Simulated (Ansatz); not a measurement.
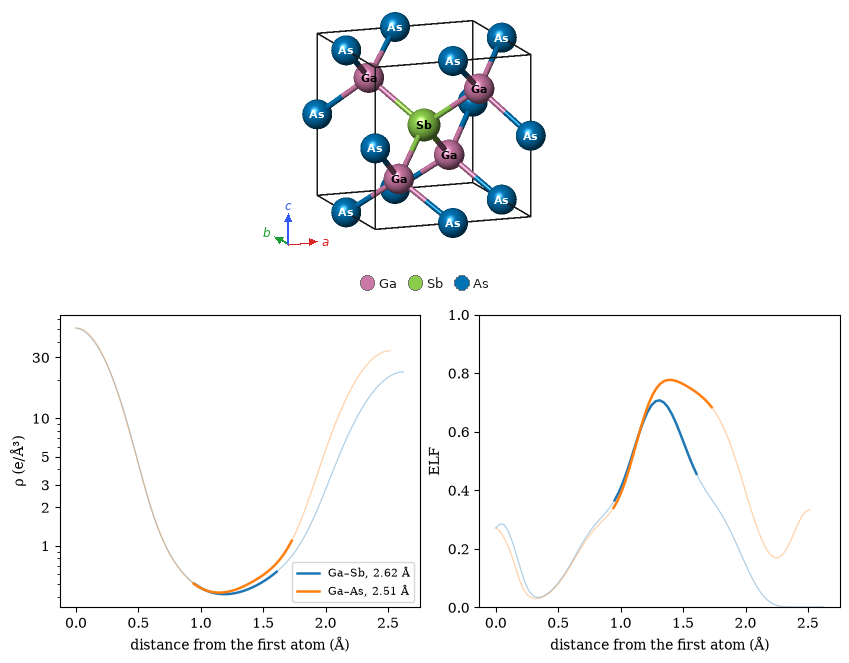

Ga4SbAs3. Valence electron density and electron localisation function along straight lines between neighbouring atoms. Thin, pale parts lie inside the atomic spheres. The structure is drawn too.

Space group P-43m; a structure generated by program, which may or may not match a known phase; computed pressure about −3 GPa in this cell.

These are results of DFT PBEsol, scalar-relativistic, plane waves, PAW in Ansatz, not measurements.

In a PAW calculation such maps are meaningful between the atoms, not at the nuclei.

Q: Compare the contacts.

A: Ga–Sb (2.62 Å): ρ at the midpoint is about 0.43 e/Å³; the ELF peaks at about 0.70 between the atoms.
Ga–As (2.51 Å): ρ is about 0.45 e/Å³ halfway; the ELF peaks at about 0.80 between the atoms.
